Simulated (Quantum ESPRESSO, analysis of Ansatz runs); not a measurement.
# LaOF (R-3m), nudged elastic band: F_i by the interstitialcy path (q = −1) (Quantum ESPRESSO), part 3 of 3

How high is the barrier when F changes place in LaOF (R-3m)? The case: F_i by the interstitialcy path, charge −1, in a cell of 36 host atoms with 1 F put in.

Quantum ESPRESSO 7.5; Quantum ESPRESSO plane-wave DFT, PBEsol, GBRV 1.5 PBEsol potentials; nudged elastic band between two relaxed defect structures at fixed charge in a uniform background.

So far: Starting point; Relaxation of the start point, charge −1; Relaxation of the end point, charge −1.

### 4. Nudged elastic band, charge −1

3 movable images are laid between the ends by interpolation. Each image feels the true force across the path and a spring force along it. The highest image is set to climb to the top of the path.

This step: Quantum ESPRESSO plane-wave DFT, PBEsol, GBRV 1.5 PBEsol potentials; nudged elastic band between two relaxed defect structures at fixed charge in a uniform background.

Contents of neb.in:

```
BEGIN
BEGIN_PATH_INPUT
&PATH
  restart_mode = 'from_scratch'
  string_method = 'neb'
  nstep_path = 45
  ds = 1.5
  opt_scheme = 'broyden'
  num_of_images = 5
  k_max = 0.3
  k_min = 0.2
  CI_scheme = 'auto'
  path_thr = 0.05
/
END_PATH_INPUT
BEGIN_ENGINE_INPUT
&CONTROL
  prefix = 'pwscf'
  outdir = './tmp'
  pseudo_dir = './pseudo'
  disk_io = 'low'
/
&SYSTEM
  ibrav = 0
  nat = 37
  ntyp = 3
  ecutwfc = 40
  ecutrho = 324
  nbnd = 152
  occupations = 'fixed'
  tot_charge = -1
  nosym = .true.
/
&ELECTRONS
  conv_thr = 4d-08
  electron_maxstep = 100
  mixing_beta = 0.5
/
ATOMIC_SPECIES
La   138.9055 la_pbesol_v1.uspp.F.UPF
O     15.9990 o_pbesol_v1.2.uspp.F.UPF
F     18.9984 f_pbesol_v1.4.uspp.F.UPF
CELL_PARAMETERS angstrom
  -4.0151640879    6.9544679700    0.0000000000
 -12.0454922638    0.0000000000    0.0000000000
  -2.0075820440    1.1590779950    6.6877466598
BEGIN_POSITIONS
FIRST_IMAGE
ATOMIC_POSITIONS crystal
La     0.1302701529    0.0831547810    0.2253222902
La     0.3690742026    0.2481634725    0.7801170193
O      0.1859681901    0.1255241615    0.8716081095
O      0.3091694143    0.2097152738    0.1327532996
F      0.0641163730    0.0419470459    0.6149497005
F      0.4367547729    0.2901471343    0.3860896807
La     0.1193361061    0.4222774290    0.2277303056
La     0.3801059556    0.5778748794    0.7727111921
O      0.1907087649    0.4584139131    0.8687363191
O      0.3091061935    0.5415873855    0.1314501205
F      0.0811914018    0.3692049904    0.6174144746
F      0.4179456152    0.6307708588    0.3836863181
La     0.1307240629    0.7520261481    0.2204497768
La     0.3696325639    0.9169143906    0.7757866958
O      0.1904267825    0.7904553143    0.8681613418
O      0.3139952437    0.8745263211    0.1295673668
F      0.0624448959    0.7099996572    0.6149697901
F      0.4355068911    0.9582096243    0.3862720466
La     0.6293376117    0.0860990322    0.2241942839
La     0.8649427563    0.2567337753    0.7723467361
O      0.6921777824    0.1242029493    0.8706511632
O      0.8099363379    0.2083881493    0.1331982740
F      0.5638375249    0.0434321566    0.6132192094
F      0.9467836419    0.2781664048    0.3837921202
La     0.6312036184    0.4189039923    0.2390977089
La     0.8682093132    0.5811371337    0.7609125536
O      0.6850119099    0.4549029366    0.8923823255
O      0.8144476149    0.5447672670    0.1074861861
F      0.5558687925    0.3690640469    0.6218108934
F      0.9449025166    0.6309225886    0.3782208498
La     0.6350680096    0.7427775834    0.2287691974
La     0.8702832855    0.9137759854    0.7768493551
O      0.6897751954    0.7915157302    0.8678256040
O      0.8073614914    0.8757492763    0.1304232755
F      0.5524745156    0.7223482513    0.6170113462
F      0.9361682007    0.9564400745    0.3877151178
F      0.7497989965    0.5011305770    0.4996276848
INTERMEDIATE_IMAGE
ATOMIC_POSITIONS crystal
La     0.1304874524    0.0838512785    0.2287880354
La     0.3688678076    0.2481777937    0.7753834541
[... 35 atom lines left out ...]
INTERMEDIATE_IMAGE
ATOMIC_POSITIONS crystal
La     0.1307047519    0.0845477759    0.2322537807
La     0.3686614126    0.2481921149    0.7706498888
[... 35 atom lines left out ...]
INTERMEDIATE_IMAGE
ATOMIC_POSITIONS crystal
La     0.1309220514    0.0852442734    0.2357195259
La     0.3684550176    0.2482064362    0.7659163236
[... 35 atom lines left out ...]
LAST_IMAGE
ATOMIC_POSITIONS crystal
La     0.1311393509    0.0859407709    0.2391852711
La     0.3682486226    0.2482207574    0.7611827583
[... 3 atom lines left out ...]
F      0.4442185855    0.2979277169    0.3786406537
La     0.1346502795    0.4101686314    0.2283159848
[... 3 atom lines left out ...]
F      0.2496838466    0.1667223593    0.5006303334
[... 8 atom lines left out ...]
La     0.8801112620    0.2449923589    0.7724624274
[... 3 atom lines left out ...]
F      0.9178994868    0.2978341296    0.3832660281
[... 1 atom line left out ...]
La     0.8691530078    0.5839583949    0.7752909696
O      0.6902758470    0.4574476323    0.8680298019
O      0.8135218603    0.5416889891    0.1292313058
F      0.5623598333    0.3772863727    0.6146157271
F      0.9356253556    0.6253351523    0.3856473589
[... 4 atom lines left out ...]
F      0.5640653370    0.7085624561    0.6138063797
[... 1 atom line left out ...]
F      1.0524696549    0.3891650977    0.6165937063
END_POSITIONS
K_POINTS gamma
END_ENGINE_INPUT
END
```

Run with:

```sh
$ OMP_NUM_THREADS=1 mpirun -n 8 neb.x -ni 2 -inp neb.in > neb.out
```

What it wrote:

```text
[shortened: banners, details of potentials and solvers, and blank lines are left out]
[banner, memory and clock lines left out]
     path-images division:  nimage    =       2
     initial path length           =  6.4719 bohr
     initial inter-image distance  =  1.6180 bohr
     string_method                 =    neb
     restart_mode                  =    from_scratch
     opt_scheme                    =    broyden
     num_of_images                 =    5
     nstep_path                    =    45
     CI_scheme                     =    auto
     first_last_opt                =    F
     use_freezing                  =    F
     ds                            =    1.5000 a.u.
     k_max                         =    0.3000 a.u.
     k_min                         =    0.2000 a.u.
     path_thr                      =    0.0500 eV / A
     ------------------------------ iteration   1 ------------------------------
     activation energy (->) =   1.042688 eV
     activation energy (<-) =   1.042749 eV
     image        energy (eV)        error (eV/A)        frozen
         1     -30605.9640116            0.017350            T
         2     -30605.3974460            1.598922            F
         3     -30604.9213238            1.418473            F
         4     -30605.3948766            1.922929            F
         5     -30605.9640732            0.018173            T
     climbing image =  3
     path length          =  6.472 bohr
     inter-image distance =  1.618 bohr
     ------------------------------ iteration   2 ------------------------------
     activation energy (->) =   0.797404 eV
     activation energy (<-) =   0.797465 eV
     image        energy (eV)        error (eV/A)        frozen
         1     -30605.9640116            0.017350            T
         2     -30605.4660639            0.953154            F
         3     -30605.1666077            0.827095            F
         4     -30605.4605964            0.982549            F
         5     -30605.9640732            0.018173            T
     climbing image =  3
     path length          =  6.481 bohr
[...]
------------------------------ iteration   3 ------------------------------
     activation energy (->) =   0.546417 eV
     activation energy (<-) =   0.546479 eV
     image        energy (eV)        error (eV/A)        frozen
         1     -30605.9640116            0.017350            T
         2     -30605.5728239            0.560923            F
         3     -30605.4175943            0.350196            F
         4     -30605.5652869            0.472568            F
         5     -30605.9640732            0.018173            T
     climbing image =  3
     path length          =  6.546 bohr
[...]
------------------------------ iteration   4 ------------------------------
     activation energy (->) =   0.494732 eV
     activation energy (<-) =   0.494794 eV
     image        energy (eV)        error (eV/A)        frozen
         1     -30605.9640116            0.017350            T
         2     -30605.6104431            0.333407            F
         3     -30605.4692793            0.266893            F
         4     -30605.6031944            0.285314            F
         5     -30605.9640732            0.018173            T
     climbing image =  3
     path length          =  6.577 bohr
[...]
------------------------------ iteration   5 ------------------------------
     activation energy (->) =   0.417084 eV
     activation energy (<-) =   0.417146 eV
     image        energy (eV)        error (eV/A)        frozen
         1     -30605.9640116            0.017350            T
         2     -30605.6656861            0.149771            F
         3     -30605.5469272            0.167411            F
         4     -30605.6629422            0.151935            F
         5     -30605.9640732            0.018173            T
     climbing image =  3
     path length          =  6.713 bohr
[...]
------------------------------ iteration   6 ------------------------------
     activation energy (->) =   0.411068 eV
     activation energy (<-) =   0.411129 eV
     image        energy (eV)        error (eV/A)        frozen
         1     -30605.9640116            0.017350            T
         2     -30605.6690566            0.123040            F
         3     -30605.5529439            0.136278            F
         4     -30605.6664256            0.122230            F
         5     -30605.9640732            0.018173            T
     climbing image =  3
     path length          =  6.704 bohr
[...]
------------------------------ iteration   7 ------------------------------
     activation energy (->) =   0.399479 eV
     activation energy (<-) =   0.399541 eV
     image        energy (eV)        error (eV/A)        frozen
         1     -30605.9640116            0.017350            T
         2     -30605.6763395            0.082379            F
         3     -30605.5645321            0.116209            F
         4     -30605.6748575            0.083780            F
         5     -30605.9640732            0.018173            T
     climbing image =  3
     path length          =  6.731 bohr
[...]
------------------------------ iteration   8 ------------------------------
     activation energy (->) =   0.383133 eV
     activation energy (<-) =   0.383195 eV
     image        energy (eV)        error (eV/A)        frozen
         1     -30605.9640116            0.017350            T
         2     -30605.6860442            0.080051            F
         3     -30605.5808782            0.127530            F
         4     -30605.6857789            0.121444            F
         5     -30605.9640732            0.018173            T
     climbing image =  3
     path length          =  6.809 bohr
[...]
------------------------------ iteration   9 ------------------------------
     activation energy (->) =   0.379764 eV
     activation energy (<-) =   0.379825 eV
     image        energy (eV)        error (eV/A)        frozen
         1     -30605.9640116            0.017350            T
         2     -30605.6885179            0.070468            F
         3     -30605.5842480            0.117847            F
         4     -30605.6884471            0.115714            F
         5     -30605.9640732            0.018173            T
     climbing image =  3
     path length          =  6.821 bohr
[...]
------------------------------ iteration  10 ------------------------------
     activation energy (->) =   0.377142 eV
     activation energy (<-) =   0.377204 eV
     image        energy (eV)        error (eV/A)        frozen
         1     -30605.9640116            0.017350            T
         2     -30605.6903059            0.067071            F
         3     -30605.5868695            0.109154            F
         4     -30605.6903466            0.111705            F
         5     -30605.9640732            0.018173            T
     climbing image =  3
     path length          =  6.835 bohr
[...]
------------------------------ iteration  11 ------------------------------
     activation energy (->) =   0.374433 eV
     activation energy (<-) =   0.374495 eV
     image        energy (eV)        error (eV/A)        frozen
         1     -30605.9640116            0.017350            T
         2     -30605.6923587            0.058522            F
         3     -30605.5895784            0.096279            F
         4     -30605.6925495            0.094439            F
         5     -30605.9640732            0.018173            T
     climbing image =  3
     path length          =  6.835 bohr
[...]
------------------------------ iteration  12 ------------------------------
     activation energy (->) =   0.372124 eV
     activation energy (<-) =   0.372185 eV
     image        energy (eV)        error (eV/A)        frozen
         1     -30605.9640116            0.017350            T
         2     -30605.6940270            0.049806            F
         3     -30605.5918880            0.081689            F
         4     -30605.6943266            0.078948            F
         5     -30605.9640732            0.018173            T
     climbing image =  3
     path length          =  6.838 bohr
[...]
------------------------------ iteration  13 ------------------------------
     activation energy (->) =   0.369475 eV
     activation energy (<-) =   0.369536 eV
     image        energy (eV)        error (eV/A)        frozen
         1     -30605.9640116            0.017350            T
         2     -30605.6959441            0.035566            F
         3     -30605.5945367            0.057986            F
         4     -30605.6963953            0.056585            F
         5     -30605.9640732            0.018173            T
     climbing image =  3
     path length          =  6.844 bohr
[...]
------------------------------ iteration  14 ------------------------------
     activation energy (->) =   0.408144 eV
     activation energy (<-) =   0.408205 eV
     image        energy (eV)        error (eV/A)        frozen
         1     -30605.9640116            0.017350            T
         2     -30605.6718079            0.150729            F
         3     -30605.5558678            0.234834            F
         4     -30605.6746222            0.214734            F
         5     -30605.9640732            0.018173            T
     climbing image =  3
     path length          =  6.978 bohr
[...]
------------------------------ iteration  15 ------------------------------
     activation energy (->) =   0.366428 eV
     activation energy (<-) =   0.366490 eV
     image        energy (eV)        error (eV/A)        frozen
         1     -30605.9640116            0.017350            T
         2     -30605.6980688            0.026097            F
         3     -30605.5975833            0.043809            F
         4     -30605.6989092            0.036377            F
         5     -30605.9640732            0.018173            T
     climbing image =  3
     path length          =  6.861 bohr
     inter-image distance =  1.715 bohr
     neb: convergence achieved in  15 iterations
```

It took 17 min on 8 MPI ranks of Arm Neoverse V2, shared host; peak memory 4.3 GiB.

Images along the path:

```
image  path (Å)  energy (eV)      F11: x, y, z (Å)
    0     0.000       0.0000  -6.013, 1.280, 4.129
    1     0.995       0.2659  -5.444, 1.656, 3.887
    2     1.820       0.3664  -4.902, 1.902, 3.701
    3     2.641       0.2651  -4.490, 2.089, 3.554
    4     3.631      -0.0001  -4.016, 2.317, 3.348
```

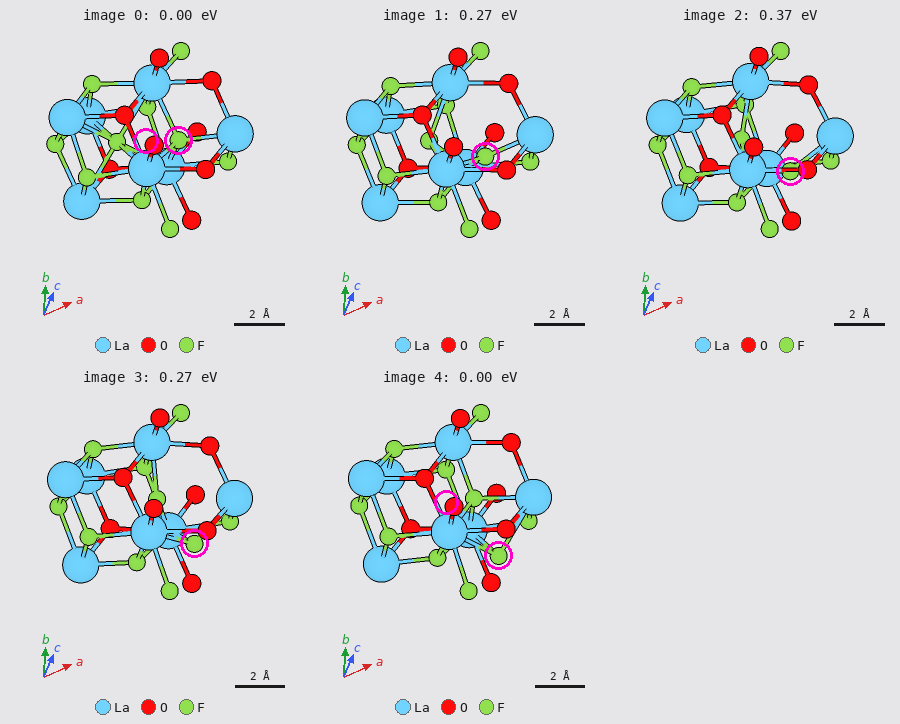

Images along the path; F11 is ringed. A ring with no atom in it marks the empty centre.

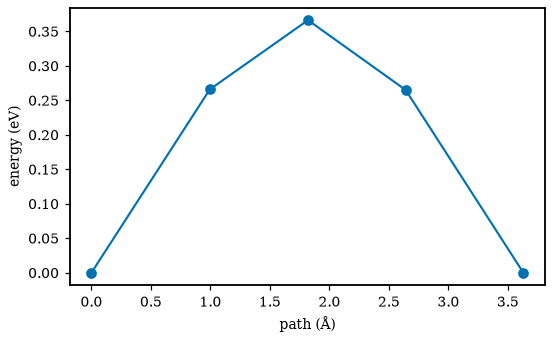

Energy along the path.

Numbers from this step:

```
barrier forward  : 0.3664 eV
barrier backward : 0.3665 eV
end less start   : -6.16e-5 eV
hop length       : 2.375 Å
```

The band met its tolerance of 0.05 eV/Å after 15 iterations, with image 2 on top (the start counts as 0). F11, which moves farthest between the ends, has 4 La at 2.45 to 2.61 Å and 2 F at 2.57 to 2.69 Å nearest at the start and 3 F at 2.41 to 2.57 Å, 3 La at 2.43 to 2.49 Å and 1 O at 2.49 Å at the top.

### 5. Results

```
barrier forward                         : 0.37 eV
barrier backward                        : 0.37 eV
end less start                          : 0.00 eV
hop length                              : 2.38 Å
band iterations, as the log counts them : 15
```

**Reading.** The top of the band lies 0.37 eV above the start and 0.37 eV above the end. With an assumed prefactor of 1e13 per second it gives one hop a second along this one path at about 140 K; whether such hops link up through the crystal wasn't checked. The move is shared: F11 goes 2.38 Å and F37, whose hop length is listed, 2.38 Å. The order of the top as a saddle was not checked for all atoms, so a bent path could be lower. No image-charge correction is applied; it largely cancels along a path if the charge stays localised alike. What this leaves open: sampling at the zone centre alone can move energies of charged and open-shell states by tenths of an eV or more in cells of this size; periodic copies of the defect are only 7.1 Å apart; spin–orbit coupling, which can matter with heavy atoms, is left out.

[Logs are printed without paths, hosts, clocks, repeated set-up lines and the standing remarks that a program may print on its own settings, such as how far it seeks lower states.]

[Hosts, paths, dates, database ids (printed as entryN), source tags and the programs' standing remarks are cut or masked in the printed files.]
